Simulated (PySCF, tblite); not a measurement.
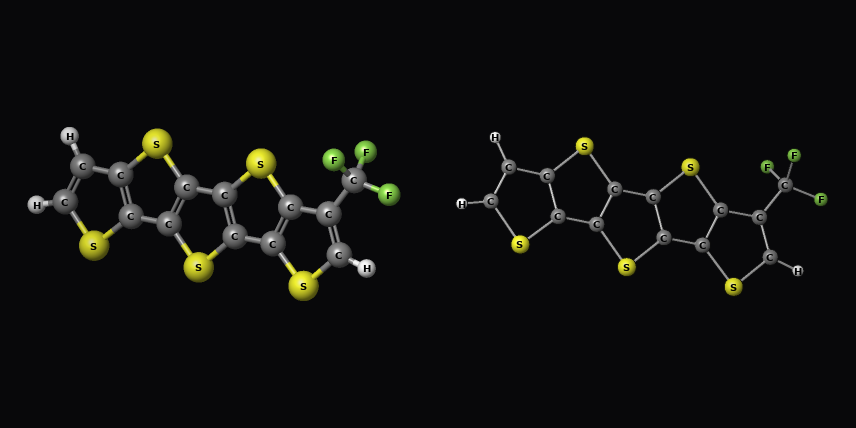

Two views of one molecule.

The geometry was computed by an optimisation with GFN2-xTB. No frequency run is at hand to confirm it as a minimum.

Description:

The molecule is C₁₃H₃F₃S₅. SMILES: `FC(F)(F)c1csc2c1sc1c2sc2c3sccc3sc21`. Independent rings (smallest set): 5 of 5 members, 5 of them aromatic. Among its groups: C–F bond. This geometry has Cs symmetry. Coordination: 1 C tetrahedral; 12 C trigonal planar; 5 S bent.

More results for the same structure follow; atom numbers are the same in all pictures, views and colours differ.

**NMR shielding**

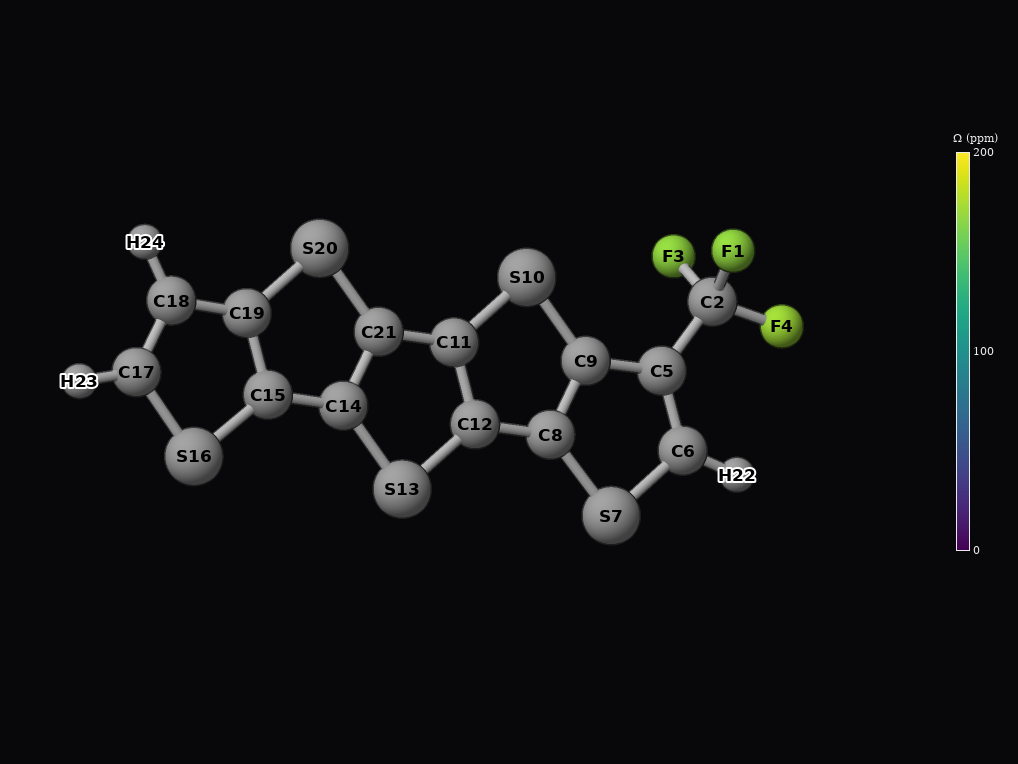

The F atoms are coloured by the span of their shielding tensor. No frequency run is at hand to confirm it as a minimum. Properties computed with GIAO KT3/pcSseg-1 NMR shielding, non-relativistic, gas phase (PySCF 2.14.0). Principal shieldings σ11 ≤ σ22 ≤ σ33, span Ω = σ33 − σ11, skew κ = 3(σiso − σ22)/Ω.

Give the shielding tensors of the F atoms.

| atom | σ11 | σ22 | σ33 | σiso | Ω | κ |
| --- | --- | --- | --- | --- | --- | --- |
| F1, F3 | 154.8 | 217.0 | 322.7 | 231.5 | 167.9 | 0.26 |
| F4 | 176.6 | 230.6 | 348.4 | 251.9 | 171.8 | 0.37 |

Shieldings and span in ppm.

**Electronic properties**

No frequency run is at hand to confirm it as a minimum. Level of theory: CAM-B3LYP/def2-SVP, gas phase (PySCF 2.14.0). Excitations: vertical, Tamm–Dancoff approximation.

Question: What is the LUMO energy (Kohn–Sham orbital)?

Answer: −0.82 eV.

Question: Give the dipole moment at this level.

Answer: 2.88 D.

Question: What is the lowest vertical singlet excitation?

Answer: 4.03 eV.

Question: Give the HOMO energy (Kohn–Sham orbital) at this level.

Answer: −6.90 eV.

**Ring current**

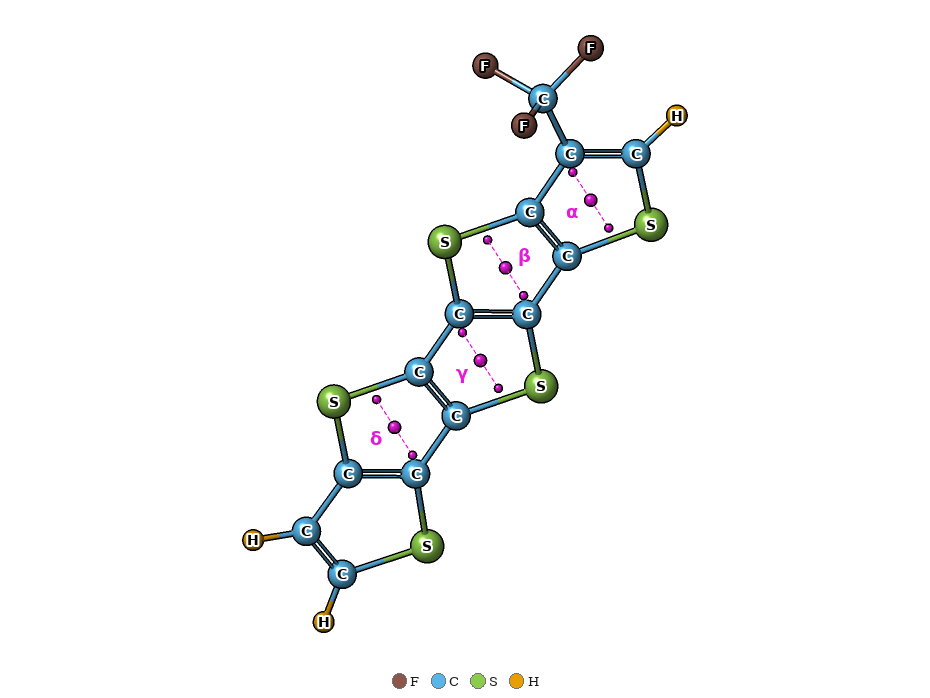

The small points mark where nucleus-independent chemical shifts (NICS) were computed: at the centre of each lettered ring and 1 Å above and below it. No frequency run is at hand to confirm it as a minimum. Properties computed with GIAO KT3/pcSseg-1 NMR shielding, non-relativistic, gas phase (PySCF 2.14.0).

Give NICS(0), NICS(1) and the out-of-plane component NICS(1)zz for each ring (means of the two sides).

```
ring  members  NICS(0)  NICS(1)  NICS(1)zz
   α      C4S    −11.5     −9.2      −19.2
   β      C4S     −9.8     −8.0      −15.0
   γ      C4S     −9.7     −7.7      −14.0
   δ      C4S     −9.5     −7.9      −15.1
```

Values in ppm.

Question: What do the values say about the ring currents?

Answer: Ring α: diatropic, as in an aromatic ring. Ring β: diatropic, as in an aromatic ring. Ring δ: diatropic, as in an aromatic ring. NICS is one index among several.
